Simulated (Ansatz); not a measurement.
**B2H4F2 (SMILES [BH2-]1[F+][BH2-][F+]1) at SVWN5/cc-pVDZ**

Aim: the electronic atomisation energy of B2H4F2 at SVWN5/cc-pVDZ, from 4 runs. 

The calculation is run with Ansatz 0.2.0.

56 further runs of the same task are left out: 56 set aside as unsound or not needed.

### Step 1. Starting point

B2H4F2: 8 atoms, total charge 0, spin state singlet. SMILES: `[BH2-]1[F+][BH2-][F+]1`. The coordinates come from a PBE0-D4/def2-TZVP relaxation.

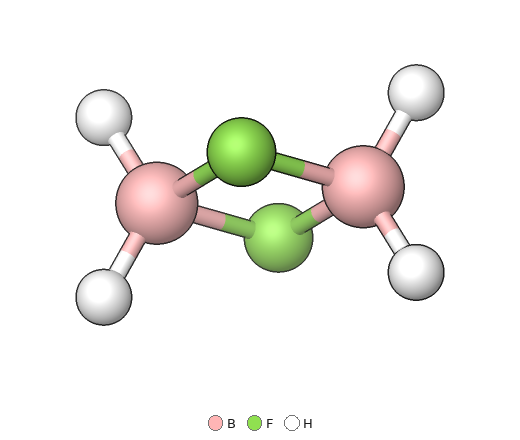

The structure, seen from a chosen angle (boron pink, fluorine green, hydrogen white).

### Step 2. The energy at SVWN5/cc-pVDZ

File in.yaml:

```yaml
crystal:
  periodic: [false, false, false]
  atoms:
    - {symbol: B, position_ang: [-0.488000, 0.947300, -0.293800]}
    - {symbol: F, position_ang: [0.637300, 0.536000, 0.670600]}
    - {symbol: B, position_ang: [0.488000, -0.947200, 0.293900]}
    - {symbol: F, position_ang: [-0.636800, -0.535900, -0.671100]}
    - {symbol: H, position_ang: [-0.036000, 1.557300, -1.210300]}
    - {symbol: H, position_ang: [-1.440200, 1.308400, 0.322000]}
    - {symbol: H, position_ang: [1.440200, -1.309100, -0.321600]}
    - {symbol: H, position_ang: [0.035400, -1.556800, 1.210300]}
basis:
  gaussian:
    orbitals: cc-pVDZ
hamiltonian:
  xc: {name: SVWN5}
output: {orbitals: {seedname: orbitals}}
accuracy: high
```

The run is started by

```sh
$ ansatz run in.yaml --threads 1 --pin off --max-ram 3480MiB --events-out events.jsonl --progress --plain --runs-dir runs
```

What it wrote:

```text
Warning: RAYON_NUM_THREADS=1 ignored (pool sized by the plan → 1); use --threads N
Functional definition: SVWN5
  name "SVWN5"
  exchange = slater_x
  correlation = vwn5_c
1771 factors; integrals over basis functions are off by at most 3.5e-9 eV
mean field evaluation 1: about -6800.5078 eV, gradient 2.2e1 eV
mean field evaluation 2: about -6801.4731 eV, gradient 1.5e1 eV
mean field evaluation 4: about -6802.1013 eV, gradient 1.0e0 eV
mean field evaluation 8: about -6802.1028 eV, gradient 2.1e-3 eV
mean field evaluation 16: about -6802.1028 eV, gradient 7.3e-8 eV
mean field -6802.10279598 eV, -249.9726671214 hartree, gradient 7.5e-8 eV, S^2 0.000000; 0 other end points of the search recorded, 0 dependent functions left out
reference -6802.10279907 eV, -249.9726672350 hartree; 16, 16 occupied and 60, 60 virtual orbitals, 1771 factors
Total energy: -6802.10279907 eV, -249.9726672350 hartree
```

Run time: 1.3 s. Hardware: 1 thread of AMD EPYC 9R45 (Zen 5), shared host; peak memory 0.19 GiB.

### Step 3. The B atom

File run.yaml:

```yaml
crystal:
  periodic: [false, false, false]
  atoms:
    - symbol: B
      position_ang: [0.000000, 0.000000, 0.000000]
basis:
  gaussian:
    orbitals: cc-pVDZ
magnetization:
  spin_polarized: true
  initial_magnetization: 1
hamiltonian:
  xc: {name: SVWN5}
accuracy: high
```

Run the same way, it converges to -24.34926 Eh (log not shown).

### Step 4. The F atom

File molecule.yaml:

```yaml
crystal:
  periodic: [false, false, false]
  atoms:
    - {symbol: F, position_ang: [0.000000, 0.000000, 0.000000]}
basis:
  gaussian: {orbitals: cc-pVDZ}
magnetization: {spin_polarized: true, initial_magnetization: 1}
hamiltonian: {xc: {name: SVWN5}}
accuracy: high
```

The run is started by

```sh
$ ansatz run molecule.yaml --threads 1 --pin off --max-ram 3480MiB --events-out events.jsonl --progress --plain --runs-dir runs
```

What it wrote:

```text
Warning: RAYON_NUM_THREADS=1 ignored (pool sized by the plan → 1); use --threads N
Functional definition: SVWN5
  name "SVWN5"
  exchange = slater_x
  correlation = vwn5_c
96 factors; integrals over basis functions are off by at most 1.1e-8 eV
mean field evaluation 1: about -2695.4937 eV, gradient 5.2e0 eV
mean field evaluation 2: about -2695.4112 eV, gradient 7.8e0 eV
mean field evaluation 4: about -2695.5454 eV, gradient 2.8e0 eV
mean field evaluation 8: about -2695.5453 eV, gradient 2.8e0 eV
mean field evaluation 16: about -2695.4581 eV, gradient 6.6e0 eV
mean field evaluation 32: about -2695.5653 eV, gradient 2.0e-5 eV
mean field -2695.56529711 eV, -99.0601975491 hartree, gradient 1.3e-8 eV, S^2 0.750620; 2 other end points of the search recorded, 0 dependent functions left out
reference -2695.56529756 eV, -99.0601975656 hartree; 5, 4 occupied and 9, 10 virtual orbitals, 96 factors
Total energy: -2695.56529756 eV, -99.0601975656 hartree
```

It took 0.18 s on 1 thread of AMD EPYC 9R45 (Zen 5), shared host.

### Step 5. The H atom, same level

File molecule.yaml:

```yaml
basis:
  gaussian:
    orbitals: cc-pVDZ
crystal:
  periodic: [false, false, false]
  atoms:
    - {symbol: H, position_ang: [0.000000, 0.000000, 0.000000]}
magnetization:
  spin_polarized: true
  initial_magnetization: 1
hamiltonian:
  xc: {name: SVWN5}
accuracy: high
```

Run the same way, it converges to -0.47747 Eh (log not shown).

### Step 6. What came out

At SVWN5/cc-pVDZ:

| quantity | value |
| --- | --- |
| molecule: total energy | -249.97267 Eh |
| molecule: HOMO energy | -7.45 eV |
| molecule: LUMO energy | -1.04 eV |
| molecule: HOMO–LUMO gap | 6.41 eV |
| B atom: total energy | -24.34926 Eh |
| B atom: ⟨S²⟩ | 0.751 |
| F atom: total energy | -99.06020 Eh |
| F atom: ⟨S²⟩ | 0.751 |
| H atom: total energy | -0.47747 Eh |
| H atom: ⟨S²⟩ | 0.750 |
| electronic atomisation energy | 33.848 eV |

**Reading.** Taking the molecule apart into free atoms costs 33.85 eV (781 kcal/mol), before zero-point energy and without spin-orbit coupling.
